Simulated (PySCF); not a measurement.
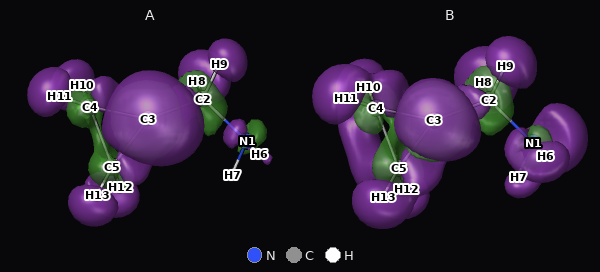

Figure. C4H8N, doublet, SMILES `NC[C]1CC1`. The two Fukui functions at ±0.015 e/Å³ (purple positive, green negative).

Method: PBE/6-311+G**; geometry: GFN2-xTB; program: PySCF. No frequency check shows the geometry to be a minimum. GFN2-xTB doesn't know the spin state, so this open-shell geometry is rough.

Geometry (Å), atoms numbered from 1:

```
N1      -2.0224    0.3344   -0.0720
C2      -0.9826   -0.6791   -0.0459
C3       0.3512   -0.2112    0.4034
C4       1.7041   -0.4993   -0.0881
C5       1.1750    0.9224   -0.0388
H6      -2.2511    0.6318    0.8703
H7      -1.6938    1.1514   -0.5772
H8      -0.9000   -1.0856   -1.0693
H9      -1.3266   -1.5026    0.5904
H10      1.8320   -0.9855   -1.0500
H11      2.4741   -0.7655    0.6236
H12      0.9346    1.4306   -0.9688
H13      1.6013    1.5871    0.7014
```

> Which panel is f⁻ (electron removed) and which f⁺ (electron added)?

A is f⁺, B is f⁻. f⁻ (Hirshfeld-condensed) is largest on C3 (0.21); the vertical ionisation energy is 7.73 eV (to the singlet cation, which needn't be its lowest state). f⁺ (Hirshfeld-condensed) is largest on C3 (0.25); the vertical electron affinity is 0.12 eV (to the singlet anion, which needn't be its lowest state; the anion's highest orbital has positive energy, so this value and f⁺ depend on the basis).

Run time: 3.2 min on 1 thread of Intel(R) Xeon(R) Processor @ 2.50GHz (Skylake/Cascade Lake), on a shared host, peak memory 0.61 GiB.
